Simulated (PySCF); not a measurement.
Al2(mu-F)2(F)4, Al2F6, singlet at its B3LYP/def2-SVP optimised geometry (Å):

```
8

Al    -0.6520     1.2289     0.0000
Al     0.6520    -1.2287     0.0000
F      0.0001     0.0002     1.1727
F      0.2709     2.5918     0.0002
F     -2.2980     1.2294     0.0000
F      0.0004     0.0003    -1.1728
F      2.2980    -1.2287     0.0000
F     -0.2707    -2.5918    -0.0002
```

Calculation: B3LYP/def2-TZVP (PySCF 2.14.0). Cells within 0.4 Å of a nucleus heavier than hydrogen are left out (blank, or x).

Map of the deformation density (molecule minus spherical neutral atoms) (e/bohr³) on the plane z = 0.0 Å:

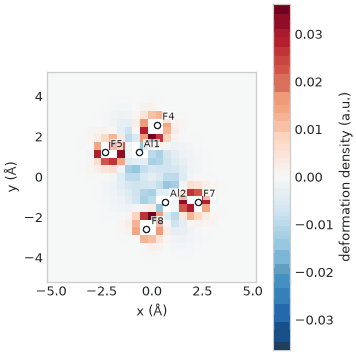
Fig. 1. Deformation density (molecule minus spherical neutral atoms) (e/bohr³) on the plane z = 0.0 Å.
